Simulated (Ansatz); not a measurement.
The figure comes from a scan of Sc3SnB (anti-perovskite): volume and axial ratio are varied about the relaxed values (subscript 0). The numbers are results of PBEsol (plane waves to 420 eV, PAW, scalar-relativistic; Ansatz, a program for electronic structure), not measurements. k mesh 10×10×10 (Γ-centred), Fermi-Dirac smearing 0.05 eV. E stands for the smeared free energy. With partly filled bands, the response to shear is sensitive to the k mesh, so small differences along c/a are uncertain. At this level the bands of Sc3SnB touch or barely overlap. Sc3SnB is run without spin polarisation. Sc3SnB was relaxed with its symmetry unable to fall. ΔE is measured from the relaxed starting cell.

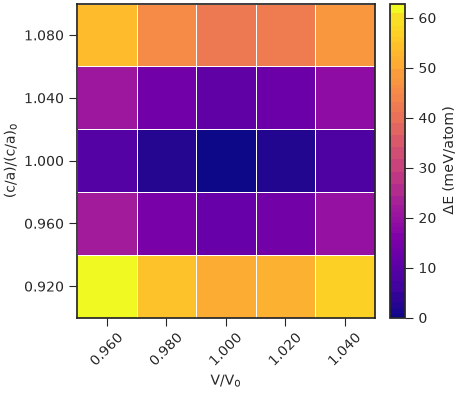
Fig. 1. ΔE (meV/atom), one tile a computed point.

Q: Read the plotted values off the figure, to the accuracy that the plot allows.

A: To the nearest 10:

ΔE (meV/atom), with V/V₀ across and (c/a)/(c/a)₀ down:

```
(c/a)/(c/a)₀ \ V/V₀  0.960  0.980  1.000  1.020  1.040
-------------------  -----  -----  -----  -----  -----
0.920                   60     50     50     50     60
0.960                   20     10     10     10     20
1.000                   10      0      0      0     10
1.040                   20     10     10     10     20
1.080                   50     50     40     40     50
```

(A scan under strain: stresses follow from slopes of the energy per volume, elastic moduli from its curvatures.)
